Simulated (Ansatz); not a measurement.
System: Cl$_{2}$FH$_{2}$HfN.

```xyz
7

Hf   -0.0025   -0.0050   -0.0172
F    -0.0984   -0.1091    1.8886
Cl    2.2227   -0.0562   -0.8277
Cl   -1.1228    1.8917   -0.8888
N    -0.9531   -1.6532   -0.6748
H    -1.3872   -2.3710   -0.0811
H    -1.0915   -1.9167   -1.6585
```

Core potentials replace the inner electrons of Hf.

All numbers below come from RKS PBE/def2-SVP in Ansatz 0.2.0.

Predict the electron density and electron localisation function between the atoms.

Answer. Hf–F (1.91 Å): the density is about 0.89 e/Å³ at the midpoint; the ELF peaks at about 0.85 in the valence shell of F, 0.6 Å from its nucleus, and drops to about 0.20 between the two atoms.
Hf–N (2.01 Å): ρ at the midpoint is about 0.85 e/Å³; the ELF peaks at about 0.90 in the valence shell of N, 0.6 Å from its nucleus, and is about 0.30 at the midpoint.
N–H (1.03 Å): ρ at the midpoint is about 2.7 e/Å³; the ELF climbs to about 1 towards the hydrogen, as it does in any bond to H: a covalent bond by its length.

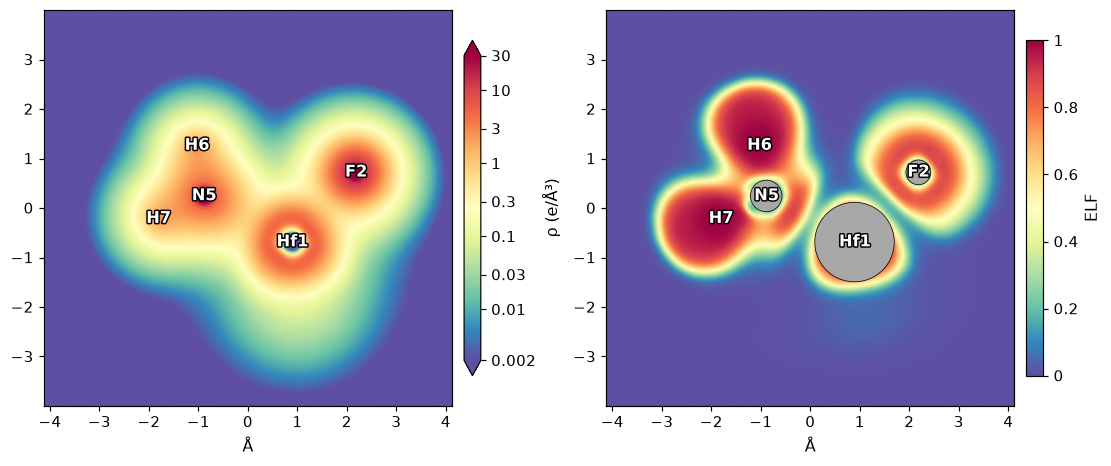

Computed electron density and electron localisation function on the plane of atoms H6, N5 and H7, in this order. Grey discs cover the atomic cores in the ELF map. 
